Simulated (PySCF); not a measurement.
MoCl₃: frequency calculation

- system: MoCl₃, multiplicity 4
- method: UKS-based PBE0, Mo def2-TZVP with ECP28, Cl def2-TZVP; non-relativistic Hamiltonian with a scalar-relativistic core potential; density fitting (PySCF 2.14.0)

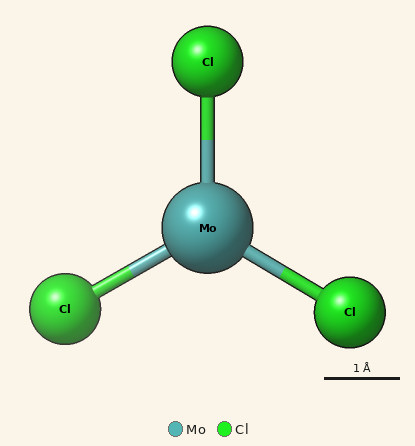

**Figure 1.** The structure (ball-and-stick view, seen at a tilt). Sticks mark near contacts.

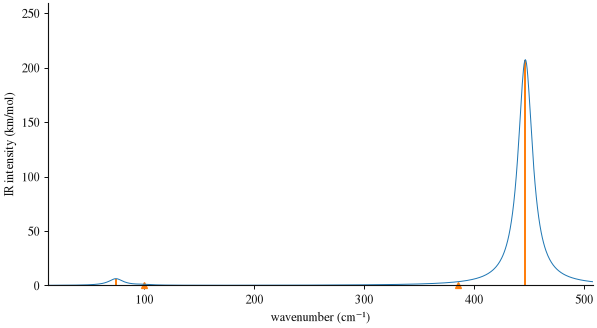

**Figure 2.** Harmonic infrared spectrum, unscaled: sticks (degenerate modes added up, dark ones marked on the axis) with a Lorentzian envelope of 16 cm⁻¹ full width, scaled to the tallest stick. 6 modes from 74 to 447 cm⁻¹, none imaginary. The strongest line is at 447 cm⁻¹ (207 km/mol). All modes, in cm⁻¹ (km/mol): 74 (6.1), 100 (0.3), 100 (0.3), 386 (0.0), 447 (104), 447 (104).

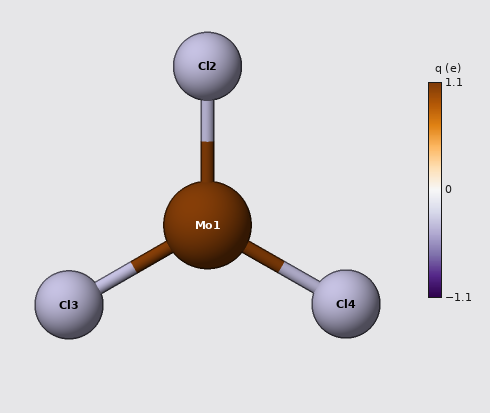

**Figure 3.** Mulliken charges, as the colour of each atom (ball-and-stick view, seen on its broad side; atoms are numbered from 1 in the order of the input; Mulliken charges depend strongly on the basis). By element: Mo +1.08 and Cl −0.36 e.

The input that produced these results follows, with the program's output.

## Input
```python
from pyscf import gto, scf, dft
mol = gto.M(atom='''
Mo     0.000000     0.000000     0.000000
Cl     2.236389     0.000000     0.000000
Cl    -1.118195     1.936770     0.000000
Cl    -1.118195    -1.936770     0.000000''',
    basis={'Mo': 'def2-TZVP', 'Cl': 'def2-TZVP'},
    ecp={'Mo': 'def2-TZVP'},
    charge=0, spin=3)
mf = dft.UKS(mol, xc='PBE0')
mf.grids.atom_grid = (75, 302)
aux = {'Mo': 'def2-universal-JKFIT', 'Cl': 'def2-universal-JKFIT'}
mf = mf.density_fit(auxbasis=aux)
mf.conv_tol = 1e-09
mf.diis_space = 10
mf.max_cycle = 60
mf.verbose = 4
mf.kernel()
```

The script is an equivalent of the set-up of the self-consistent field. The run itself was carried out by a driver, which started from the orbitals of the step before it where there was one and computed the further properties.

Launched with:
```bash
OMP_NUM_THREADS=4 python axn.py task.json out
```

## Log
```
init E= -1448.52460835747
  alpha nocc = 34  HOMO = -0.268157492697156  LUMO = -0.0921444960636917
  beta  nocc = 31  HOMO = -0.357098109483768  LUMO = -0.102429688602993
  HOMO = -0.268157492697  LUMO = -0.102429688603  gap/eV = 4.50968
cycle= 1 E= -1448.52460835747  delta_E= 1.14e-12  |g|= 2.37e-06  |ddm|= 3.92e-06
  alpha nocc = 34  HOMO = -0.268157566046407  LUMO = -0.0921447084449661
  beta  nocc = 31  HOMO = -0.357098084118575  LUMO = -0.102430028134708
  HOMO = -0.268157566046  LUMO = -0.102430028135  gap/eV = 4.50968
Extra cycle  E= -1448.52460835746  delta_E= 2.73e-12  |g|= 3.57e-06  |ddm|= 4.7e-06
converged SCF energy = -1448.52460835746  <S^2> = 3.7703424  2S+1 = 4.0101583
```

## Key numbers

| quantity | value |
| --- | --- |
| outcome | converged |
| total energy | −1448.524608 hartree |
| ⟨S²⟩ | 3.770 |
| zero-point energy | 0.003538 hartree |
| dipole moment | 0.00 D |
| wavenumbers, lowest and highest | 74 and 447 cm⁻¹ |
| hardware | 4 threads of Arm Neoverse V1, 24 GiB of memory available, shared host |
| wall time | 62 s (CPU time 3.3 min) |
| peak memory | 1.6 GiB |
